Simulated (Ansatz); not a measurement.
**C2H4Si (ethynylsilane): wB97X/6-311+G(d,p)**

Aim: the electronic atomisation energy of C2H4Si (ethynylsilane) at wB97X/6-311+G**, from 4 runs. 

The calculation is run with Ansatz 0.2.0.

49 further runs of the same task are left out: 7 that didn't finish, 42 set aside as unsound or not needed.

**1. The system as given**

C2H4Si: 7 atoms, total charge 0, spin state singlet. As SMILES, `C#C[SiH3]`. The shape is that of a PBE0-D4/def2-TZVP optimisation.

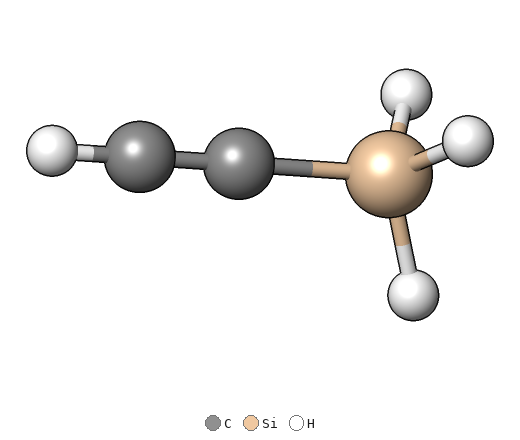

The structure, seen from a chosen angle (carbon grey, silicon light orange, hydrogen white).

**2. The energy at wB97X/6-311+G(d,p)**

input.yaml reads:

```yaml
basis:
  gaussian:
    orbitals: 6-311+G_st__st_-spherical.json
crystal:
  periodic: [false, false, false]
  atoms:
    - {symbol: C, position_ang: [-0.580700, -1.871400, 0.172200]}
    - {symbol: C, position_ang: [-0.218500, -0.726500, 0.062400]}
    - {symbol: Si, position_ang: [0.329800, 1.004300, -0.103800]}
    - {symbol: H, position_ang: [-0.901000, -2.883500, 0.269300]}
    - {symbol: H, position_ang: [-0.094500, 1.528300, -1.425000]}
    - {symbol: H, position_ang: [-0.281700, 1.818100, 0.974900]}
    - {symbol: H, position_ang: [1.807900, 1.062900, 0.004400]}
accuracy: high
hamiltonian:
  xc: {name: wB97X}
output:
  orbitals: {seedname: orbitals}
```

The basis set 6-311+G** is read from a file made from the Basis Set Exchange's data (not shown).

On the command line:

```
$ ansatz run input.yaml --threads 1 --pin off --max-ram 3480MiB --events-out events.jsonl --progress --plain --runs-dir runs
```

Output:

```text
Warning: RAYON_NUM_THREADS=1 ignored (pool sized by the plan → 1); use --threads N
Functional definition: wB97X
  name "wB97X"
  parameter omega = 0.3/bohr
  parameter cx = 0.157706
  parameter cx1 = 0.726479
  parameter cx2 = 1.04760
  parameter cx3 = -5.70635
  parameter cx4 = 13.2794
  parameter css1 = -4.33879
  parameter css2 = 18.2308
  parameter css3 = -31.7430
  parameter css4 = 17.2901
  parameter cos1 = 2.37031
  parameter cos2 = -11.3995
  parameter cos3 = 6.58405
  parameter cos4 = -3.78132
  exchange = spin_sum(e_x_unif_sr(omega)*poly(b97_u_x, 1 - cx, cx1, cx2, cx3, cx4)) + cx*exact_x_sr(omega)
      + exact_x_lr(omega)
  correlation = spin_sum(e_c_pw_same_spin*poly(b97_u_same, 1, css1, css2, css3, css4))
      + integral(e_c_pw_opposite_spin*poly(b97_u_opposite, 1, cos1, cos2, cos3, cos4))
1694 factors; integrals over basis functions are off by at most 4.2e-9 eV
404 factors; integrals over basis functions are off by at most 1.7e-9 eV
mean field evaluation 1: about -10011.8747 eV, gradient 3.3e1 eV
mean field evaluation 2: about -10013.5989 eV, gradient 2.1e1 eV
mean field evaluation 4: about -10014.6847 eV, gradient 2.3e0 eV
mean field evaluation 8: about -10014.6989 eV, gradient 5.0e-2 eV
mean field evaluation 16: about -10014.6989 eV, gradient 1.6e-6 eV
mean field -10014.69893981 eV, -368.0333978311 hartree, gradient 7.4e-8 eV, S^2 0.000000; 0 other end points of the search recorded, 0 dependent functions left out
reference -10014.69893443 eV, -368.0333976335 hartree; 15, 15 occupied and 83, 83 virtual orbitals, 1694 factors
Total energy: -10014.69893443 eV, -368.0333976335 hartree
```

Wall time 20 s (1 thread of Arm Neoverse V1, shared host); peak memory 0.43 GiB.

**3. The C atom**

molecule.yaml reads:

```yaml
crystal:
  periodic: [false, false, false]
  atoms:
    - symbol: C
      position_ang: [0.000000, 0.000000, 0.000000]
basis:
  gaussian: {orbitals: 6-311+G_st__st_.json}
hamiltonian: {xc: {name: wB97X}}
accuracy: high
magnetization: {spin_polarized: true, initial_magnetization: 2}
```

The basis set 6-311+G** is read from a file made from the Basis Set Exchange's data (not shown).

On the command line:

```
$ ansatz run molecule.yaml --threads 1 --pin off --max-ram 3480MiB --events-out events.jsonl --progress --plain --runs-dir runs
```

Output, shortened:

```text
Warning: RAYON_NUM_THREADS=1 ignored (pool sized by the plan → 1); use --threads N
[... 2 set-up lines as earlier in the session ...]
[...]
      + exact_x_lr(omega)
[...]
      + integral(e_c_pw_opposite_spin*poly(b97_u_opposite, 1, cos1, cos2, cos3, cos4))
169 factors; integrals over basis functions are off by at most 2.6e-9 eV
70 factors; integrals over basis functions are off by at most 1.8e-9 eV
[...]
mean field -1029.78826076 eV, -37.8440205675 hartree, gradient 6.6e-8 eV, S^2 2.005306; 0 other end points of the search recorded, 0 dependent functions left out
reference -1029.78826065 eV, -37.8440205632 hartree; 4, 2 occupied and 18, 20 virtual orbitals, 169 factors
Total energy: -1029.78826065 eV, -37.8440205632 hartree
```

It took 1.8 s on 1 thread of Arm Neoverse V1, shared host; peak memory 0.14 GiB.

**4. The H atom**

input.yaml reads:

```yaml
crystal:
  periodic: [false, false, false]
  atoms:
    - {symbol: H, position_ang: [0.000000, 0.000000, 0.000000]}
basis:
  gaussian:
    orbitals: 6-311+G_st__st_.json
magnetization:
  spin_polarized: true
  initial_magnetization: 1
hamiltonian:
  xc: {name: wB97X}
accuracy: high
```

The basis set 6-311+G** is read from a file made from the Basis Set Exchange's data (not shown).

Run the same way, it converges to -0.50139 Eh (log not shown).

**5. The Si atom, same level**

input.yaml reads:

```yaml
crystal:
  periodic: [false, false, false]
  atoms:
    - {symbol: Si, position_ang: [0.000000, 0.000000, 0.000000]}
basis:
  gaussian: {orbitals: 6-311+G_st__st_-spherical.json}
magnetization: {spin_polarized: true, initial_magnetization: 2}
hamiltonian: {xc: {name: wB97X}}
accuracy: high
```

The basis set 6-311+G** is read from a file made from the Basis Set Exchange's data (not shown).

Run the same way, it converges to -289.36083 Eh (log not shown).

**6. Summary of results**

At wB97X/6-311+G**:

| quantity | value |
| --- | --- |
| molecule: total energy | -368.03340 Eh |
| molecule: HOMO energy | -10.73 eV |
| molecule: LUMO energy | 1.56 eV |
| molecule: HOMO–LUMO gap | 12.29 eV |
| C atom: total energy | -37.84402 Eh |
| C atom: ⟨S²⟩ | 2.005 |
| H atom: total energy | -0.50139 Eh |
| H atom: ⟨S²⟩ | 0.750 |
| Si atom: total energy | -289.36083 Eh |
| Si atom: ⟨S²⟩ | 2.003 |
| electronic atomisation energy | 26.639 eV |

In words: Taking the molecule apart into free atoms costs 26.64 eV (2570 kJ/mol), before zero-point energy and without spin-orbit coupling.
